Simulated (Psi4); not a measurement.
# r2SCAN/d-aug-cc-pVDZ (sweep point 5) run of N2 (nitrogen)

What is the vertical ionisation energy of N2 (nitrogen) at r2SCAN/d-aug-cc-pVDZ (sweep point 5)? 

Program for the calculation: Psi4 1.11.

**1. The structure to begin with**

The species is N2 (2 atoms), meant as a singlet with charge 0. As SMILES, `N#N`. The coordinates come from a PBE0-D4/def2-TZVP relaxation.

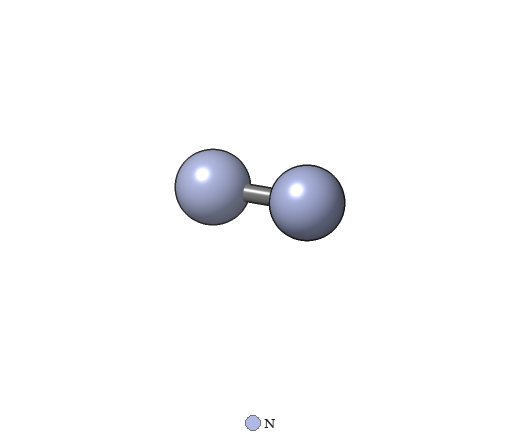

Viewed from a chosen angle; nitrogen light blue.

**2. The energy at r2SCAN/d-aug-cc-pVDZ (sweep point 5)**

File calc.in:

```
memory 1.6 GB

molecule mol {
  0 1
  N      0.465500    -0.150300     0.239800
  N     -0.465500     0.150300    -0.239800
  units angstrom
  symmetry c1
}

set reference rks
set puream true
set scf_type pk
set dft_radial_points 99
set dft_spherical_points 590

energy('r2scan/d-aug-cc-pVDZ')
```

Command:

```sh
psi4 -n 1 calc.in calc.out
```

calc.out, shortened:

```text
[...]
  Running in c1 symmetry.
[...]
  Nuclear repulsion =   23.798341769446306
[...]
  Multiplicity = 1
[...]
  Nalpha       = 7
  Nbeta        = 7
[...]
    Number of basis functions: 64
[...]
   @RKS iter   1:  -109.42480115703975   -4.19716e-01   5.31747e-03 ADIIS/DIIS
[...]
   @RKS iter   6:  -109.48264948749450   -8.53397e-09   6.00379e-08 DIIS
[...]
    Orbital Energies [Eh]
    ---------------------
    Doubly Occupied:
       1A    -14.282436     2A    -14.280996     3A     -1.101078
       4A     -0.523878     5A     -0.444309     6A     -0.444309
       7A     -0.394400
[...]
  @RKS Final Energy:  -109.48264948749450
   => Energetics <=
    Nuclear Repulsion Energy =             23.7983417694463064
    One-Electron Energy =                -194.7412113618875651
    Two-Electron Energy =                  75.0993259967845574
    DFT Exchange-Correlation Energy =     -13.6391058918377919
    Empirical Dispersion Energy =           0.0000000000000000
    VV10 Nonlocal Energy =                  0.0000000000000000
    Total Energy =                       -109.4826494874944984
[...]
 Multipole Moments:
 ------------------------------------------------------------------------------------
     Multipole            Electronic (a.u.)      Nuclear  (a.u.)        Total (a.u.)
 ------------------------------------------------------------------------------------
 L = 1.  Multiply by 2.5417464519 to convert [e a0] to [Debye]
 Dipole X            :         -0.0000000            0.0000000           -0.0000000
 Dipole Y            :          0.0000000            0.0000000            0.0000000
 Dipole Z            :         -0.0000000            0.0000000           -0.0000000
 Magnitude           :                                                    0.0000000
[...]
```

Run time: 5.7 s. Hardware: 1 thread of AMD EPYC 9R45 (Zen 5), shared host; peak memory 0.79 GiB.

**3. The doublet cation, same level**

File calc.inp:

```
memory 1600 mb

molecule {
  1 2
  N      0.465500    -0.150300     0.239800
  N     -0.465500     0.150300    -0.239800
  symmetry c1
}

set {
  basis                d-aug-cc-pVDZ
  reference            uks
  puream               true
  scf_type             pk
  dft_radial_points    99
  dft_spherical_points 590
  maxiter              150
}

energy('r2scan')
```

Command:

```sh
psi4 -n 1 calc.inp calc.out
```

calc.out, shortened:

```text
[...]
  Running in c1 symmetry.
[...]
  Nuclear repulsion =   23.798341769446306
[...]
  Multiplicity = 2
[...]
  Nalpha       = 7
  Nbeta        = 6
[...]
    Number of basis functions: 64
[...]
   @UKS iter   1:  -108.89784352578668    1.07242e-01   2.36805e-03 ADIIS/DIIS
[...]
   @UKS iter   6:  -108.90930284178215   -2.16343e-08   3.17408e-07 DIIS
[...]
   @S^2 Observed:                7.539968171E-01
[...]
    Orbital Energies [Eh]
    ---------------------
    Alpha Occupied:
       1A    -14.771349     2A    -14.769904     3A     -1.543716
       4A     -0.980470     5A     -0.865728     6A     -0.858355
       7A     -0.858355
    Alpha Virtual:
       8A     -0.473532     9A     -0.473532    10A     -0.152833
      11A     -0.107909    12A     -0.107909    13A     -0.102099
      14A     -0.068776    15A     -0.056411    16A     -0.056411
      17A     -0.042445    18A     -0.034845    19A     -0.027553
      20A     -0.027553    21A     -0.026094    22A     -0.026094
      23A     -0.001332    24A      0.018200    25A      0.018200
[...]
  @UKS Final Energy:  -108.90930284178215
   => Energetics <=
    Nuclear Repulsion Energy =             23.7983417694463064
    One-Electron Energy =                -188.5326134877274740
    Two-Electron Energy =                  69.0581256607097487
    DFT Exchange-Correlation Energy =     -13.2331567842107223
    Empirical Dispersion Energy =           0.0000000000000000
    VV10 Nonlocal Energy =                  0.0000000000000000
    Total Energy =                       -108.9093028417821500
[...]
 Multipole Moments:
 ------------------------------------------------------------------------------------
     Multipole            Electronic (a.u.)      Nuclear  (a.u.)        Total (a.u.)
 ------------------------------------------------------------------------------------
 L = 1.  Multiply by 2.5417464519 to convert [e a0] to [Debye]
 Dipole X            :          0.0000000            0.0000000            0.0000000
 Dipole Y            :          0.0000000            0.0000000            0.0000000
 Dipole Z            :         -0.0000000            0.0000000           -0.0000000
 Magnitude           :                                                    0.0000000
[...]
```

Run time: 7.8 s. Hardware: 1 thread of AMD EPYC 9R45 (Zen 5), shared host; peak memory 0.79 GiB.

**4. Results**

At r2SCAN/d-aug-cc-pVDZ (sweep point 5):

| quantity | value |
| --- | --- |
| singlet N2: total energy | -109.48265 Eh |
| singlet N2: dipole moment | 0.00 D |
| singlet N2: HOMO energy | -10.73 eV |
| singlet N2: LUMO energy | -1.57 eV |
| singlet N2: HOMO–LUMO gap | 9.16 eV |
| doublet cation: total energy | -108.90930 Eh |
| doublet cation: HOMO energy (highest over α and β) | -22.99 eV |
| doublet cation: LUMO energy (lowest over α and β) | -20.44 eV |
| doublet cation: ⟨S²⟩ | 0.754 |
| vertical ionisation energy (to the doublet cation) | 15.602 eV |

What this shows: Removing an electron at fixed nuclei costs 15.60 eV (1505 kJ/mol). −ε(HOMO) before ionisation, 10.73 eV, is 4.87 eV below this ionisation energy.
